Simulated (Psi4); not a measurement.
# S2F2 (Difluorodisulfane) at MP2/6-311+G(d,p)

Aim: the energy change on altering one bond length of S2F2 (Difluorodisulfane) at MP2/6-311+G**, from 2 runs. 

The calculation is run with Psi4 1.11.

1 further run of the same task is left out (it didn't finish).

**1. The molecule**

The species is S2F2 (4 atoms), meant as a singlet with charge 0. SMILES: `FSSF`. Geometry: relaxed at PBE0-D4/def2-TZVP.

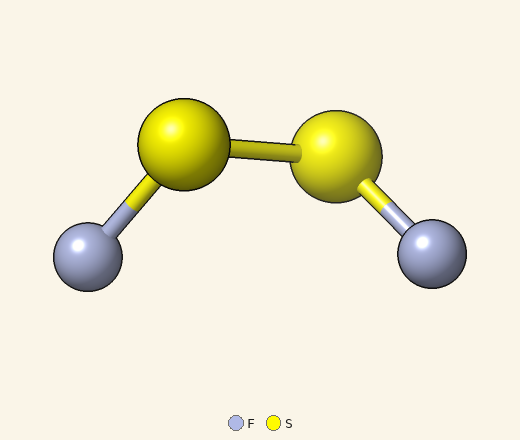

Viewed from a chosen angle; fluorine light blue, sulfur yellow.

**2. The energy at MP2/6-311+G(d,p)**

File f2s2.py:

```python
import psi4

psi4.set_memory('2200 MB')
psi4.set_num_threads(1)
psi4.core.set_output_file('output.dat', False)

mol = psi4.geometry("""
0 1
F     -1.783750    -0.199930    -0.621590
S     -0.467670     0.764150    -0.632370
S      1.044990    -0.276390    -0.184720
F      1.206410    -0.287820     1.438680
symmetry c1
""")

options = {'basis': '6-311+G**', 'puream': True, 'e_convergence': 1e-09, 'd_convergence': 1e-08, 'scf_type': 'pk', 'num_frozen_docc': 12, 'mp2_type': 'conv'}
psi4.set_options(options)

energy_value = psi4.energy('mp2')
print(f'total energy {energy_value:.8f} hartree = {energy_value * 27.211386:.5f} eV')
```

The run is started by

```console
$ python f2s2.py
```

output.dat:

```text
[...]
  Running in c1 symmetry.
[...]
  Nuclear repulsion =  230.128319113788450
[...]
  Multiplicity = 1
[...]
  Nalpha       = 25
  Nbeta        = 25
[...]
    Number of basis functions: 104
[...]
   @RHF iter   1:  -993.83338741588636   -2.28821e-01   4.58851e-03 ADIIS/DIIS
[...]
   @RHF iter  12:  -993.92566470136524   -8.07177e-12   5.91448e-09 DIIS
[...]
    Orbital Energies [Eh]
    ---------------------
    Doubly Occupied:
       1A    -92.096911     2A    -92.096907     3A    -26.331974
       4A    -26.331973     5A     -9.093891     6A     -9.093500
       7A     -6.775975     8A     -6.775358     9A     -6.773459
      10A     -6.773040    11A     -6.770954    12A     -6.770948
      13A     -1.634030    14A     -1.629940    15A     -1.142036
      16A     -0.908661    17A     -0.753419    18A     -0.718142
      19A     -0.717630    20A     -0.698315    21A     -0.696947
      22A     -0.633122    23A     -0.519018    24A     -0.448081
      25A     -0.435403
[...]
  @RHF Final Energy:  -993.92566470136524
   => Energetics <=
    Nuclear Repulsion Energy =            230.1283191137884501
    One-Electron Energy =               -1834.8687017281886256
    Two-Electron Energy =                 610.8147179130349969
    Total Energy =                       -993.9256647013652355
[...]
 Multipole Moments:
 ------------------------------------------------------------------------------------
     Multipole            Electronic (a.u.)      Nuclear  (a.u.)        Total (a.u.)
 ------------------------------------------------------------------------------------
 L = 1.  Multiply by 2.5417464519 to convert [e a0] to [Debye]
 Dipole X            :         -0.2754782            0.6946095            0.4191313
 Dipole Y            :         -0.2327454            0.5868381            0.3540927
 Dipole Z            :          0.3899030           -0.9830746           -0.5931716
 Magnitude           :                                                    0.8080255
[...]
	SCS-MP2 Total Energy (a.u.)        :  -994.58403650193520
	SOS-MP2 Total Energy (a.u.)        :  -994.52304449787073
	SCSN-MP2 Total Energy (a.u.)       :  -994.24770248282550
[...]
	SOS-PI-MP2 Total Energy (a.u.)     :  -994.62260779728820
[...]
	MP2 Total Energy (a.u.)            :  -994.60645721064645
[...]
```

Standard output:

```text
total energy -994.60645721 hartree = -27064.62023 eV
```

It took 7.2 s on 1 thread of Intel Xeon at 2.60GHz (Ice Lake), shared host; peak memory 0.67 GiB.

**3. The distorted shape**

File f2s2.json:

```json
{
  "schema_name": "qcschema_input",
  "schema_version": 1,
  "molecule": {
    "schema_name": "qcschema_molecule",
    "schema_version": 2,
    "symbols": ["F", "S", "S", "F"],
    "geometry": [-3.61483065, -0.36053329, -3.62885619, -1.12779989, 1.46131387, -3.64922744, 1.73071323, -0.50502175, -2.80329154, 2.27978449, -0.54390097, 2.71871118],
    "molecular_charge": 0,
    "molecular_multiplicity": 1,
    "fix_symmetry": "c1",
    "fix_com": true,
    "fix_orientation": true
  },
  "driver": "energy",
  "model": {
    "method": "mp2",
    "basis": "6-311+G**"
  },
  "keywords": {
    "puream": true,
    "e_convergence": 1e-09,
    "d_convergence": 1e-08,
    "scf_type": "pk",
    "num_frozen_docc": 12,
    "mp2_type": "conv"
  }
}
```

The run is started by

```console
$ psi4 --qcschema f2s2.json -n 1 --memory 2200MB
```

stdout:

```text
[...]
  Running in c1 symmetry.
[...]
  Nuclear repulsion =  199.515333522835135
[...]
  Multiplicity = 1
[...]
  Nalpha       = 25
  Nbeta        = 25
[...]
    Number of basis functions: 104
[...]
   @RHF iter   1:  -993.51833444967633   -5.57212e-01   6.87738e-03 DIIS/ADIIS
[...]
   @RHF iter  20:  -993.76989734542656   -4.66116e-12   6.39064e-09 DIIS
[...]
    Orbital Energies [Eh]
    ---------------------
    Doubly Occupied:
       1A    -92.216765     2A    -92.165685     3A    -26.409736
       4A    -26.120522     5A     -9.208659     6A     -9.161375
       7A     -6.889796     8A     -6.887456     9A     -6.886287
      10A     -6.841572    11A     -6.840229    12A     -6.837757
      13A     -1.705702    14A     -1.341504    15A     -1.221178
      16A     -0.956481    17A     -0.780399    18A     -0.779122
      19A     -0.761731    20A     -0.612591    21A     -0.562552
      22A     -0.523574    23A     -0.455306    24A     -0.455043
      25A     -0.390091
[...]
  @RHF Final Energy:  -993.76989734542656
   => Energetics <=
    Nuclear Repulsion Energy =            199.5153335228351352
    One-Electron Energy =               -1772.5482410407221323
    Two-Electron Energy =                 579.2630101724604401
    Total Energy =                       -993.7698973454265570
[...]
 Multipole Moments:
 ------------------------------------------------------------------------------------
     Multipole            Electronic (a.u.)      Nuclear  (a.u.)        Total (a.u.)
 ------------------------------------------------------------------------------------
 L = 1.  Multiply by 2.5417464519 to convert [e a0] to [Debye]
 Dipole X            :          1.6384919           -2.3688020           -0.7303101
 Dipole Y            :         -6.3108661            7.1607656            0.8498995
 Dipole Z            :        107.5234708         -111.4316088           -3.9081379
 Magnitude           :                                                    4.0656148
[...]
	SCS-MP2 Total Energy (a.u.)        :  -994.48610663780084
	SOS-MP2 Total Energy (a.u.)        :  -994.42078158494462
	SCSN-MP2 Total Energy (a.u.)       :  -994.11481362450706
[...]
	SOS-PI-MP2 Total Energy (a.u.)     :  -994.52926229153104
[...]
	MP2 Total Energy (a.u.)            :  -994.50827603692676
[...]
```

The result, in JSON:

```text
{
 "driver": "energy",
 "model": {
  "method": "mp2",
  "basis": "6-311+G**"
 },
 "success": true,
 "return_result": -994.5082760369268,
 "properties": {
  "calcinfo_nbasis": 104,
  "calcinfo_nmo": 104,
  "calcinfo_nalpha": 25,
  "calcinfo_nbeta": 25,
  "calcinfo_natom": 4,
  "nuclear_repulsion_energy": 199.51533352283514,
  "return_energy": -994.5082760369268,
  "scf_one_electron_energy": -1772.5482410407221,
  "scf_two_electron_energy": 579.2630101724604,
  "scf_dipole_moment": [-0.7303100848784014, 0.8498994569916523, -3.9081379371616265],
  "scf_total_energy": -993.7698973454266,
  "scf_iterations": 20,
  "mp2_same_spin_correlation_energy": -0.1959751585684461,
  "mp2_opposite_spin_correlation_energy": -0.5424035329317336,
  "mp2_singles_energy": 0.0,
  "mp2_doubles_energy": -0.7383786915001798,
  "mp2_correlation_energy": -0.738378691500202,
  "mp2_total_energy": -994.5082760369268
 }
}
```

Wall time 6.9 s (1 thread of Intel Xeon at 2.60GHz (Ice Lake), shared host); peak memory 0.67 GiB.

**4. Results**

At MP2/6-311+G**, 12 core orbitals frozen:

| quantity | value |
| --- | --- |
| first shape: total energy | -994.60646 Eh |
| first shape: HOMO energy (Hartree–Fock orbitals) | -11.85 eV |
| first shape: LUMO energy (Hartree–Fock orbitals) | 1.66 eV |
| first shape: HOMO–LUMO gap (Hartree–Fock orbitals) | 13.51 eV |
| first shape: correlation energy (12 core orbitals frozen) | -680.8 mEh |
| distorted shape: total energy | -994.50828 Eh |
| distorted shape: HOMO energy (Hartree–Fock orbitals) | -10.61 eV |
| distorted shape: LUMO energy (Hartree–Fock orbitals) | -3.82 eV |
| distorted shape: HOMO–LUMO gap (Hartree–Fock orbitals) | 6.80 eV |
| distorted shape: correlation energy (12 core orbitals frozen) | -738.4 mEh |
| energy change with the S3–F4 bond stretched from 1.631 to 2.937 Å | 2.672 eV |

**Reading.** One bond (distorted shape) is far stretched, which a spin-restricted single reference describes badly; perturbation theory on it can break down and give far too much correlation. With the S3–F4 bond stretched from 1.631 to 2.937 Å the energy rises by 2.67 eV (62 kcal/mol). The first shape isn't relaxed at this level, so the change isn't measured from a minimum. A restricted reference can't describe the breaking bond well at this length.
